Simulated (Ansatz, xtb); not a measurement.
# A ladder of methods for Al2Si2H6 (SMILES [SiH3][Al]1[AlH][SiH2]1)

The species is Al2Si2H6 (10 atoms), meant as a singlet with charge 0. SMILES: `[SiH3][Al]1[AlH][SiH2]1`. The coordinates come from a PBE0-D4/def2-TZVP relaxation.

```xyz
10

Si   -1.4265    1.2646   -1.4121
Al   -0.1401   -0.4298   -0.1770
Al    0.5420   -2.3760    1.1989
Si    1.8755   -0.4493    1.1955
H    -1.9586    0.6872   -2.6792
H    -2.5897    1.7423   -0.6115
H    -0.5898    2.4467   -1.7615
H     0.7983   -3.9337    1.3365
H     0.6199    0.5098    1.2572
H     2.9522    0.4871    1.6564
```

Quantity: the energy change with the Si1–H5 bond stretched from 1.491 to 1.714 Å, in eV. The values are calculated.

```csv
level,kind,program,value (eV),less CCSD(T)/def2-SVP
GFN0-xTB,semi-empirical,xtb,0.26,-0.07
HF/def2-SVP (restricted),Hartree–Fock,Ansatz,0.36,+0.03
SVWN5/def2-SVP (restricted),LDA,Ansatz,0.26,-0.07
PBE/def2-SVP (restricted),GGA,Ansatz,0.26,-0.07
r2SCAN/def2-SVP (restricted),meta-GGA,Ansatz,0.30,-0.03
B3LYP/def2-SVP (restricted),global hybrid,Ansatz,0.30,-0.03
wB97M-V/def2-SVP (restricted),range-separated hybrid,Ansatz,0.33,0.00
MP2/def2-SVP (restricted),perturbation theory,Ansatz,0.35,+0.02
CCSD(T)/def2-SVP (restricted),coupled cluster or CI,Ansatz,0.33,0.00
```

Differences are taken from CCSD(T)/def2-SVP (restricted) for orientation; it has basis-set and higher-order errors of its own. The first shape isn't each level's own minimum. The values span 0.26 to 0.36 eV.

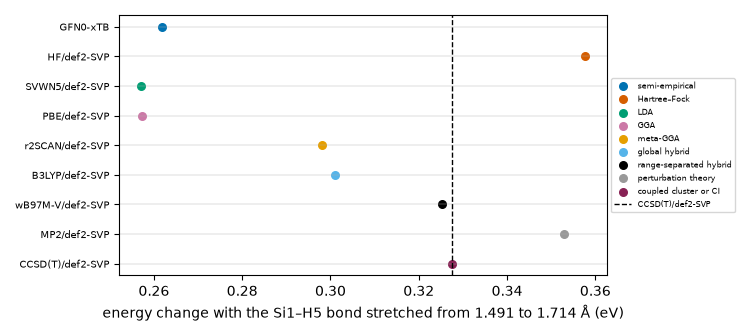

The values of the table, level by level.
